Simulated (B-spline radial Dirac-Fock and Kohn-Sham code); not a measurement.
**S⁶⁺: core levels and X-ray properties**

What does theory give for sulfur as S⁶⁺? The session works out its X-ray form factor and Compton profile, the binding energy of each subshell, how cheaper methods do for the levels, its photoionisation cross sections, the widths and yields of its core holes and its two-hole states.

The numbers are computed with B-spline radial Dirac-Fock and Kohn-Sham code (version 2): a free atom or ion on a radial basis; each step names its model.

## (1) The system

S⁶⁺, [He] 2s2 2p6.

| Property | Result |
| --- | --- |
| nuclear charge | 16 |
| electrons | 10 |
| mass number | 32 |
| nuclear rms radius | 3.2611 fm |

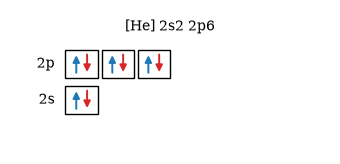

The shells outside the core; arrows follow Hund's rule for the drawing alone (heavy ions are jj-coupled), while the calculation averages over the configuration.

## (2) Scattering by the electron cloud

Model: Dirac-Fock average of configuration, finite nucleus; form factor of the spherical density, Waller-Hartree incoherent function, impulse-approximation Compton profiles.

The run's settings:

```ini
task = scatter
Z = 16
charge = 6
configuration = 1s2 2s2 2p6
mass_number = 32
rms_radius = 3.2611  # fm
s = [0.0, 0.05, 0.07, 0.08, 0.11, 0.13, 0.17, 0.21, 0.27, 0.34, 0.43, 0.55, 0.7, 0.88, 1.11, 1.41, 1.78, 2.25, 2.85, 3.6, 4.55, 5.76, 7.28]  # 1/A
pz = [0, 0.1, 0.14, 0.21, 0.3, 0.43, 0.62, 0.9, 1.3, 1.9, 2.7, 3.9, 5.6, 8.0, 12.0, 17.0, 24.0, 35.0, 50.0, 72.0, 100.0]  # a.u.
photon_energy = [2000, 5000, 17479.3, 30000, 50000, 100000, 500000, 1000000]  # eV
```

Main fields of the result record, rounded:

```text
status: converged
form_factor [e]: [10.0, 9.964, 9.9296, 9.9082, 9.8275, 9.7603, 9.5952, 9.3918, 9.0236, 8.5158, 7.7782, 6.7314, 5.4659, 4.1753, 2.9877, 2.0906, 1.5745, 1.2845, 1.0581, 0.81625, 0.56481, 0.34633, 0.19102]
incoherent: [-1.2328e-12, 0.042283, 0.082587, 0.10764, 0.20184, 0.27999, 0.47075, 0.70333, 1.1181, 1.6771, 2.4635, 3.5323, 4.7596, 5.9518, 7.017, 7.845, 8.4147, 8.8672, 9.2716, 9.6007, 9.8212, 9.9357, 9.981]
compton_total [1/a.u.]: [1.2855, 1.2846, 1.2837, 1.2814, 1.2771, 1.2682, 1.2496, 1.2107, 1.133, 0.97987, 0.75016, 0.45856, 0.22697, 0.10124, 0.036706, 0.012573, 0.0033392, 0.00059047, 9.4908e-05, 1.3241e-05, 2.194e-06]
shells: ["1s1/2", "2s1/2", "2p1/2", "2p3/2"]
occupation: [2.0, 2.0, 2.0, 4.0]
mean_momentum [a.u.]: [13.266, 3.9834, 5.3234, 5.2973]
r2 [bohr^2]: 1.9588
r_inverse [1/bohr]: 55.494
r1 [bohr]: 3.746
coherent [b]: [64.104, 53.586, 16.45, 7.3824, 3.2546, 0.94599, 0.041898, 0.010527]
incoherent_cross_section [b]: [0.14159, 0.76787, 3.4772, 4.3814, 4.7863, 4.6522, 2.8779, 2.1086]
```

The scattering functions against s = sin θ / λ:

```csv
s (1/Å),f (e),f / N,S(s)
0,10.00,1.000,0
0.0700,9.930,0.993,0.08259
0.110,9.828,0.983,0.2018
0.170,9.595,0.960,0.4708
0.270,9.024,0.902,1.118
0.430,7.778,0.778,2.464
0.700,5.466,0.547,4.760
1.11,2.988,0.299,7.017
1.78,1.574,0.157,8.415
2.85,1.058,0.106,9.272
4.55,0.5648,0.056,9.821
7.28,0.1910,0.019,9.981
```

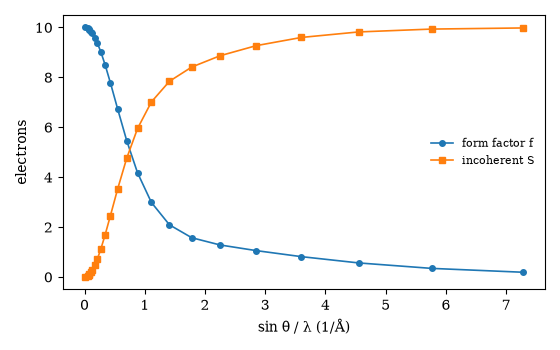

Form factor and incoherent scattering function.

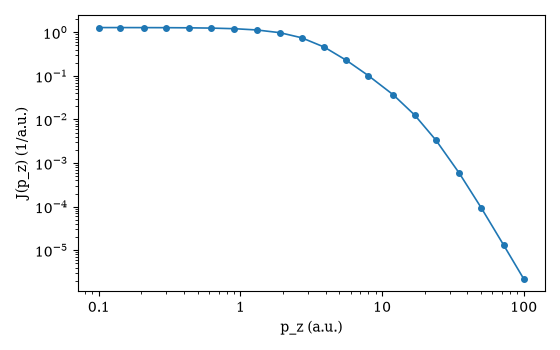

Compton profile, summed over all shells.

## (3) Hole states by ΔSCF

Model: Dirac-Fock average of configuration, Delta-SCF, finite nucleus, first-order Breit with its frequency dependence, self-energy and vacuum polarisation.

Settings, as recorded:

```ini
task = binding
```

Main fields of the result record, rounded:

```text
status: converged
shells: ["K", "L1", "L2", "L3"]
total_energy_parts [Ha]: [-388.669325, 0.0927805749, -0.00661869319, -7.30838709e-05, 0.0611338484, -0.0040137949]
koopmans [eV]: [2618.46, 346.655, 283.859, 282.519]
dirac_coulomb [eV]: [2597.56, 344.302, 280.744, 279.445]
gaunt [eV]: [-1.66051, -0.0809895, -0.151111, -0.0938984]
retardation [eV]: [0.0706841, 0.000275596, 0.0157304, 0.0157235]
breit_frequency [eV]: [0.000682918, -0.000195658, -7.36001e-05, 0.000380615]
self_energy [eV]: [-0.7155, -0.0593839, 0.00956093, 0.00608333]
vacuum_polarisation [eV]: [0.0474452, 0.00372624, -0.000490844, -0.000492793]
binding [eV]: [2595.3, 344.165, 280.617, 279.373]
mean_radius [bohr]: [0.0966969, 0.470879, 0.433773, 0.435835]
```

total_energy_parts: Dirac-Coulomb, Gaunt, retardation, frequency dependence, self-energy, vacuum polarisation. 

The binding energies by parts, in eV; the parts add up.

```csv
level,-ε,relaxation,Breit,QED,binding
1s,2618.5,-20.90,-1.59,-0.67,2595.3
2s,346.7,-2.35,-0.08,-0.06,344.2
2p1/2,283.9,-3.12,-0.14,0.01,280.6
2p3/2,282.5,-3.07,-0.08,0.01,279.4
```

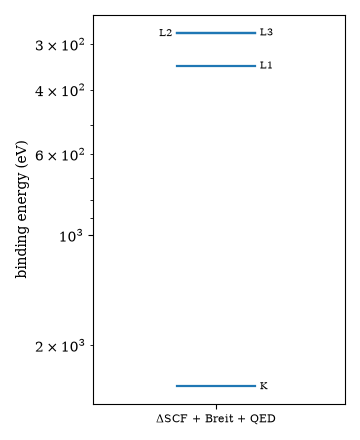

The levels on a logarithmic scale.

## (4) Dirac LDA, for comparison

Model: Dirac-Kohn-Sham LDA (Slater exchange, VWN correlation), finite nucleus, spherical and without spin polarisation.

Recorded inputs:

```ini
task = binding-ladder
method = lda,vwn
relativity = dirac
```

Main fields of the result record, rounded:

```text
status: converged
shells: ["K", "L1", "L2", "L3"]
minus_eigenvalue [eV]: [2503.78, 311.819, 258.927, 257.632]
delta_scf [eV]: [2601.46, 334.304, 283.381, 281.986]
total_energy [Ha]: -387.667753
dirac_fock_binding [eV]: [2595.3, 344.165, 280.617, 279.373]
```

Against the Dirac-Fock value with Breit and QED (eV):

```csv
level,-ε,miss,ΔSCF,miss,Dirac-Fock
K,2503.8,-91.5,2601.5,+6.2,2595.3
L1,311.8,-32.3,334.3,-9.9,344.2
L2,258.9,-21.7,283.4,+2.8,280.6
L3,257.6,-21.7,282.0,+2.6,279.4
```

## (5) Subshell cross sections

Model: independent-particle photoionisation: Dirac-Hartree-Slater potential of the initial state with a Latter tail for bound and continuum orbitals, all multipoles in the length form, thresholds from Dirac-Fock Delta-SCF.

Recorded inputs:

```ini
task = photo
photon_energy = [21.22, 39.5, 60, 80, 402.0, 474.0, 1000, 1270.0, 1486.9, 1700.0, 5960.0, 17479.3, 19300.0, 80000, 141000.0, 150000]  # eV
```

Main fields of the result record, rounded:

```text
status: converged
shells: ["K", "L1", "L2", "L3"]
occupation: [2.0, 2.0, 2.0, 4.0]
threshold [eV]: [2595.3, 344.165, 280.617, 279.373]
sigma [Mb]:
  - ["K", "-", "-", "-", "-", "-", "-", "-", "-", "-", "-", 0.0107, 0.000467, 0.000346, 4.06e-06, 6.66e-07, 5.47e-07]
  - ["L1", "-", "-", "-", "-", 0.238, 0.187, 0.0473, 0.0285, 0.0203, 0.0151, 0.000694, 3.38e-05, 2.52e-05, 3.14e-07, 5.21e-08, 4.28e-08]
  - ["L2", "-", "-", "-", "-", 0.35, 0.23, 0.0267, 0.0129, 0.0079, 0.00521, 7.39e-05, 1.32e-06, 8.99e-07, 3.49e-09, 4.04e-10, 3.21e-10]
  - ["L3", "-", "-", "-", "-", 0.693, 0.454, 0.0524, 0.0252, 0.0155, 0.0102, 0.000142, 2.47e-06, 1.68e-06, 6.08e-09, 6.75e-10, 5.34e-10]
beta_dipole:
  - ["K", "-", "-", "-", "-", "-", "-", "-", "-", "-", "-", 2.0, 2.0, 2.0, 1.98, 1.95, 1.94]
  - ["L1", "-", "-", "-", "-", 2.0, 2.0, 2.0, 2.0, 2.0, 2.0, 2.0, 2.0, 2.0, 1.98, 1.95, 1.94]
  - ["L2", "-", "-", "-", "-", 1.47, 1.48, 1.33, 1.23, 1.16, 1.1, 0.539, 0.214, 0.191, -0.0843, -0.237, -0.257]
  - ["L3", "-", "-", "-", "-", 1.47, 1.49, 1.33, 1.24, 1.16, 1.1, 0.524, 0.161, 0.133, -0.284, -0.534, -0.565]
```

Rows start with the subshell; columns follow the photon energies; blanks lie below or just at threshold.

Summed over subshells:

```csv
hν (eV),total (kb),K (%),L (%)
402.00,1280,-,100.0
474.00,871,-,100.0
1000.0,126,-,100.0
1270.0,66.6,-,100.0
1486.9,43.6,-,100.0
1700.0,30.5,-,100.0
5960.0,11.6,92.1,7.9
17479,0.504,92.5,7.5
19300,0.373,92.6,7.4
80000,0.00438,92.6,7.4
141000,7.19e-04,92.6,7.4
150000,5.91e-04,92.6,7.4
```

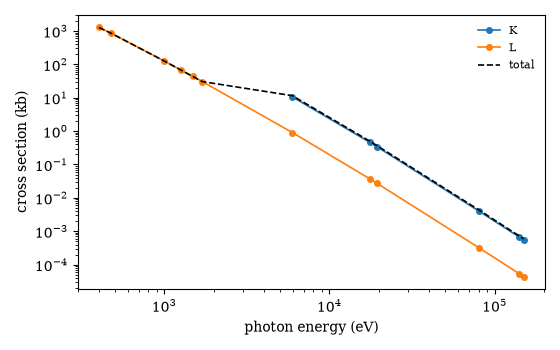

Photoionisation by shell at the energies asked; lines only join the points and miss the jumps at edges.

## (6) Widths and yields

Model: independent-particle rates: relativistic LDA orbitals of the hole state, multipoles to L = 3 (length form), Coulomb Auger matrix elements with a Latter-tail continuum; energies from Dirac-Fock.

Recorded inputs:

```ini
task = decay
holes = ["K", "L1", "L2", "L3"]
```

Main fields of the result record, rounded:

```text
status: converged
K:
  width_radiative: 0.042346
  width_radiative_velocity: 0.04459
  width_nonradiative: 0.46504
  coster_kronig: {}
  radiative: [["L3", 2315.9, 0.028142], ["L2", 2314.7, 0.014204], ["L1", 2251.1, 7.9075e-10]]
  auger: [["L2L3", 1985.4, 0.19088], ["L3L3", 1985.8, 0.10871], ["L1L3", 1927.3, 0.079692], ["L1L2", 1925.9, 0.041267], ["L1L1", 1858.4, 0.036887], ["L2L2", 1981.2, 0.0075958]]
L1:
  width_radiative: 3.5132e-05
  width_radiative_velocity: 2.3096e-05
  width_nonradiative: 0
  coster_kronig: {}
  radiative: [["L3", 64.792, 2.3914e-05], ["L2", 63.548, 1.1218e-05]]
  auger: []
```

All in eV. For each hole the six strongest lines (shell, energy, width) and Auger groups (final holes, energy, width) are shown.

Widths (eV), yields and lifetimes:

```csv
hole,radiative,Auger,Coster-Kronig,total,yield,lifetime (fs)
K (1s),0.0423,0.465,0,0.507,0.0835,1.30
L1 (2s),3.51e-05,0,0,3.51e-05,1.00,18700
```

## (7) Two holes

Model: Dirac-Fock average of configuration, Delta-SCF, finite nucleus, first-order Breit with its frequency dependence, self-energy and vacuum polarisation; two-hole levels by intermediate coupling within the shell, Auger rates as independent-particle Coulomb matrix elements.

The run's settings:

```ini
task = double
```

Main fields of the result record, rounded:

```text
status: converged
single_binding [eV]: {"K": 2595.305, "L1": 344.1654, "L2": 280.6173, "L3": 279.373}
double_binding [eV]: {"KK": 5420.493, "KL2": 2942.853, "KL3": 2941.204, "L1L1": 737.1924, "L1L2": 669.7041, "L1L3": 668.3832, "L2L2": 614.6495, "L2L3": 610.3862, "L3L3": 610.016}
kalpha_Ln [eV]:
  - [0, 2315.516, 2478.739]
  - [1, 2331.231, 2495.914]
  - [2, 2348.454, 2514.553]
  - [3, 2367.16, 2534.629]
  - [4, 2387.318, 2556.118]
  - [5, 2408.901, 2578.991]
auger_lines [eV]:
  K-L123: [["L2L3", 2, 0.743467, 1981.26, 0.283158], ["L1L3", 1, 0.639846, 1909.63, 0.094325], ["L3L3", 0, 0.558341, 1974.04, 0.0317616], ["L1L1", 0, 0.972698, 1854.86, 0.0271507], ["L1L3", 2, 1.0, 1932.53, 0.0144564], ["L1L2", 1, 0.639846, 1931.67, 0.00909985]]
```

Auger rows: leading holes, J, purity, kinetic energy, width; the six strongest of each group. kalpha_Ln rows: L holes, Kα centroid, hypersatellite. Left out are hole states that did not converge, or in which two open shells of one symmetry are about equally filled, where the average of configuration falls too low.

The cost of two holes beyond the sum of single holes (eV):

```csv
holes,double,sum of singles,U
K K,5420.5,5190.6,229.9
K L2,2942.9,2875.9,66.93
K L3,2941.2,2874.7,66.53
L1 L1,737.2,688.3,48.86
L1 L2,669.7,624.8,44.92
L1 L3,668.4,623.5,44.84
L2 L2,614.6,561.2,53.41
L2 L3,610.4,560.0,50.40
L3 L3,610.0,558.7,51.27
```

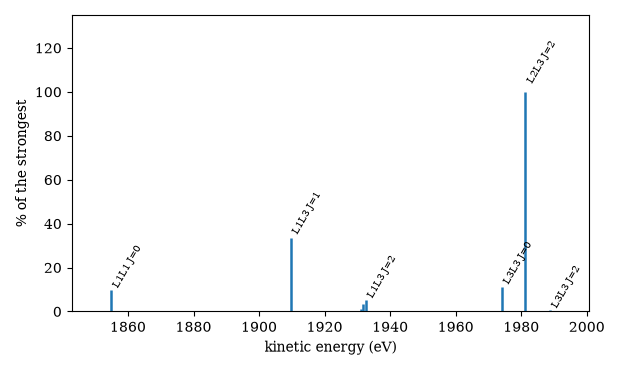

The K-L123 Auger multiplet.

## (8) The levels by non-relativistic HF

Model: non-relativistic Hartree-Fock, average of configuration, point nucleus.

The run's settings:

```ini
task = binding-ladder
method = hf
relativity = nr
```

Main fields of the result record, rounded:

```text
status: converged
shells: ["1s", "2s", "2p"]
minus_eigenvalue [eV]: [2609.7, 345.099, 282.814]
delta_scf [eV]: [2588.97, 342.771, 279.739]
total_energy [Ha]: -387.564603
```

Beside the Dirac-Fock ΔSCF result with Breit and QED, in eV:

```csv
level,-ε,miss,ΔSCF,miss,Dirac-Fock
1s,2609.7,+14.4,2589.0,-6.3,2595.3
2s,345.1,+0.9,342.8,-1.4,344.2
2p,282.8,+3.0,279.7,0.0,279.8
```

Spin-orbit partners are averaged with weights 2j + 1.

## (9) Dirac PBE, for comparison

Model: Dirac-Kohn-Sham PBE, finite nucleus, spherical and without spin polarisation.

The run's settings:

```ini
task = binding-ladder
method = pbe,pbe
relativity = dirac
```

Main fields of the result record, rounded:

```text
status: converged
shells: ["K", "L1", "L2", "L3"]
minus_eigenvalue [eV]: [2512.61, 312.833, 259.006, 257.71]
delta_scf [eV]: [2610.69, 335.335, 283.488, 282.093]
total_energy [Ha]: -388.894461
dirac_fock_binding [eV]: [2595.3, 344.165, 280.617, 279.373]
```

Against the Dirac-Fock value with Breit and QED (eV):

```csv
level,-ε,miss,ΔSCF,miss,Dirac-Fock
K,2512.6,-82.7,2610.7,+15.4,2595.3
L1,312.8,-31.3,335.3,-8.8,344.2
L2,259.0,-21.6,283.5,+2.9,280.6
L3,257.7,-21.7,282.1,+2.7,279.4
```

## (10) Cost and miss by method

| method | level | eigenvalue miss (%) | ΔSCF miss (%) | time |
| --- | --- | --- | --- | --- |
| Dirac LDA | K | -3.53 | +0.24 | 0.55 s |
| non-relativistic HF | 1s | +0.55 | -0.24 | 0.05 s |
| Dirac PBE | K | -3.19 | +0.59 | 0.61 s |
| Dirac-Fock + Breit + QED | all | - | reference | 0.92 s |

Times cover the ground state and all hole states of a step, on one thread of a shared host; states solved in an earlier step are reused, and a first call can include compiling.

## (11) Outcome

| quantity | value |
| --- | --- |
| rms radius of the electron cloud | 0.443 bohr |
| form factor halves at | 0.76 1/Å |
| Compton profile at zero | 1.286 1/a.u. |
| deepest level listed, K (1s) | 2595.3 eV |
| least bound, L3 (2p3/2) | 279.4 eV |
| Kα1 | 2315.9 eV |
| ionisation energy, NIST (measured) | 280.954 eV |
| Dirac LDA, K: eigenvalue / ΔSCF | 2503.8 / 2601.5 eV |
| total at 1486.9 eV | 43.6 kb |
| strongest subshell at 1486.9 eV | L1 (2s), 20.3 kb, β = 2.00 |
| K hole: width, yield | 0.507 eV, 0.0835 |
| its lifetime | 1.30 fs |
| its strongest line | Kα1 (K-L3), 2315.9 eV |
| largest U, K K | 229.9 eV |
| Kα hypersatellite shift | +163.2 eV |
| strongest line of K-L123 | L2L3, J = 2, 1981.3 eV |
| non-relativistic HF, 1s: eigenvalue / ΔSCF | 2609.7 / 2589.0 eV |
| Dirac PBE, K: eigenvalue / ΔSCF | 2512.6 / 2610.7 eV |

What this shows: f falls from 10 to half of that at s = 0.76 1/Å. Incoherent scattering outweighs coherent from 50.0 keV on, among the energies asked. For K (1s), relaxation takes off 20.9 eV, Breit terms shift it by -1.59 and QED by -0.67 eV. NIST's ionisation energy differs by +1.58 eV from the least binding energy; correlation is missing from the calculation. Dirac LDA misses the K level by -3.5 % with its eigenvalue and by +0.2 % with ΔSCF, so total-energy differences mend most of the error. At 1486.9 eV, L1 (2s) gives 46 % of the photoabsorption; at 150000 eV the K shell gives 93 %. With a yield of 0.083, electron emission is the main way out for the K hole, in 1.3 fs. U runs from 44.84 eV (L1 L3) to 229.9 eV (K K). An empty K shell moves Kα up by 163 eV. In the K-L123 Auger group the L2L3 J = 2 line carries 61 % of the rate. Non-relativistic HF misses the 1s level by +0.6 % with its eigenvalue and by -0.2 % with ΔSCF. Dirac PBE misses the K level by -3.2 % with its eigenvalue and by +0.6 % with ΔSCF, so total-energy differences mend most of the error. The Hartree-Fock and Dirac-Fock values hold no electron correlation.
